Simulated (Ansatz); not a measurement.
## CdTe: response to strain

Start from CdTe in the zinc blende structure (space group F-43m, No. 216).

```
CdTe
1.0
    0.00000     3.27881     3.27881
    3.27881     0.00000     3.27881
    3.27881     3.27881     0.00000
Te Cd
1 1
Direct
  0.75000   0.75000   0.75000
  0.00000   0.00000   0.00000
```

Strains are applied to the cell and any free atomic positions relax.

Method: plane-wave PAW DFT at the r2SCAN level (Ansatz, an electronic-structure program, 500 eV), without spin-orbit coupling.

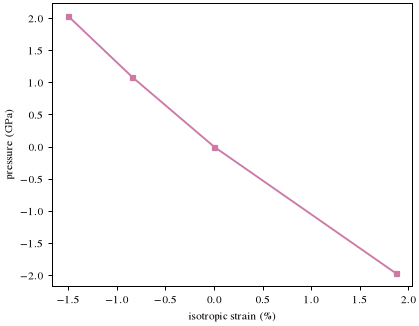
*Pressure against isotropic strain*

```tsv
isotropic strain (%)	pressure
-1.5	2.03 GPa
-0.84	1.08 GPa
1.87	-1.97 GPa
```

Stability against distortions was not tested.
